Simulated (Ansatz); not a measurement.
SiO2 (space group P6_222)

```
CELL_PARAMETERS angstrom
      5.05941     0.00000     0.00000
     -2.52970     4.38158     0.00000
      0.00000     0.00000     5.54082
ATOMIC_POSITIONS crystal
  Si 0.00000 0.50000 0.66667
  Si 0.50000 0.00000 0.00000
  Si 0.50000 0.50000 0.33333
  O  0.79175 0.58350 0.50000
  O  0.20825 0.79175 0.83333
  O  0.41650 0.20825 0.16667
  O  0.20825 0.41650 0.50000
  O  0.79175 0.20825 0.83333
  O  0.58350 0.79175 0.16667
```

This relaxed cell (volume V₀) is scaled evenly in all directions, its shape held. The atoms relax within the cell's symmetry.

Method: r2SCAN (plane waves to 500 eV, PAW, scalar-relativistic; Ansatz, an electronic-structure program). k mesh 8×8×6 (Γ-centred), Fermi-Dirac smearing 0.05 eV. Energies are smeared free energies. With the shape held, the modulus is that of even scaling; a crystal free to change shape is softer. SiO2 was relaxed with its symmetry unable to fall. The zero of ΔE is the relaxed starting cell.

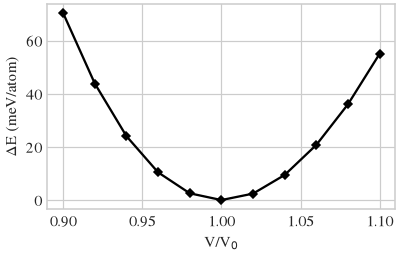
Fig. 1. ΔE (meV/atom) against V/V₀; markers are the computed points, lines only join them.

Problem. What is ΔE at V/V₀ = 1.100?

Solution. About 55 meV/atom.

Problem. What is ΔE at V/V₀ = 0.900?

Solution. About 70 meV/atom.

Problem. What bulk modulus at fixed cell shape B₀ follows from a third-order Birch-Murnaghan fit?

Solution. About 150 GPa.

(A scan under strain: stresses follow from slopes of the energy per volume, elastic moduli from its curvatures.)
